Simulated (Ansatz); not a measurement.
**HfS2: O on a S site, symmetric start**

Start from a 24-atom supercell of HfS₂ in the CdI2 type structure (space group P-3m1, No. 164; a = 3.606 Å, c = 5.768 Å; layered, stacked along the Cartesian z axis) at its relaxed geometry.

Modification: a neutral O on a S site, symmetric start, atoms relaxed at fixed cell.

Method: PBE-D3(BJ) (Ansatz, a quantum-chemistry and plane-wave program, PAW, no spin-orbit coupling). Settings: 4×4×4 k-points, 0.01 eV Fermi–Dirac smearing.

```csv
quantity,base,changed,shift
pressure,0.0 GPa,-0.8 GPa,-0.8 GPa
gap of the supercell,0.85 eV,1.01 eV,+0.16 eV
total moment of the cell,–,0.0 μB,–
energy gained by relaxation,–,2.25 eV,–
largest displacement of a host atom from its site in the perfect cell,–,0.12 Å,–
shift of the substituted atom off its lattice site,–,0.71 Å,–
```

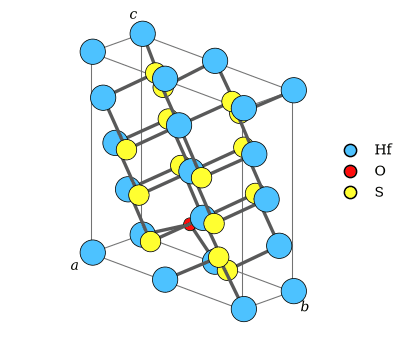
*The relaxed cell after the change*

The magnetic state is the one reached from the starting moments; the real material's order can differ, and small cells can't hold many antiferromagnetic ones. The cell is small, so the values are those of an ordered compound at a high defect concentration; dilute-limit values will differ. The defect started on the symmetric site and kept its symmetry, so it may sit on a saddle. Spin-orbit coupling, missing from the scalar runs, can matter with Hf. Starting moments died away, wholly or in part, for O on a S site; another magnetic solution may exist. The defect cell is spin-polarised and ends with 0.0 μB.
